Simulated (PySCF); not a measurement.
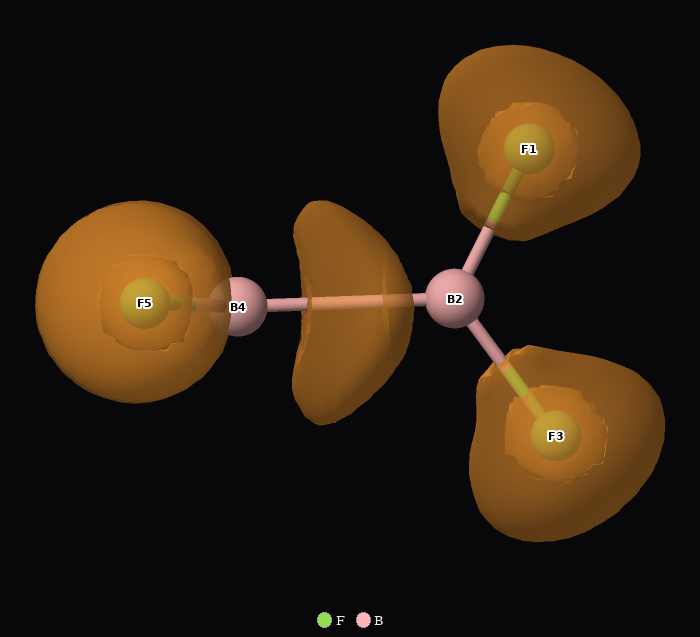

B2F4 (SMILES FB(F)B(F)F). Isosurface of the ELF at 0.75 (orange), seen across its widest extent. Only the valence region is drawn (cores and ρ < 0.01 e/Å³ removed).

Geometry: GFN2-xTB, MD frame at 250 fs, 200 K.

Level of theory: PBE0/pcSseg-1, SCF density, gas phase, non-relativistic (PySCF).

```yaml
atoms:
  - { symbol: F, position_ang: [-1.3252, -0.9889, 0.8909] }
  - { symbol: B, position_ang: [-0.8607, -0.1156, 0.0132] }
  - { symbol: F, position_ang: [-1.7651, 0.4225, -0.8375] }
  - { symbol: B, position_ang: [0.8322, 0.2309, -0.0021] }
  - { symbol: F, position_ang: [1.5515, 1.0889, 0.6688] }
  - { symbol: F, position_ang: [1.5592, -0.5880, -0.7470] }
```

### Identify the bonds, lone pairs and shells in this picture.

At this value the surface marks out one region between bonded B–B atoms (shared pairs) and four regions on F in which the atom's valence shell and bonds are merged. Along the contacts the grid gives the following. B–F (1.31 Å): the ELF peaks at about 0.85 between the atoms (a polar covalent bond). B–B (1.73 Å): the ELF peaks at about 1 between the atoms (a covalent bond).
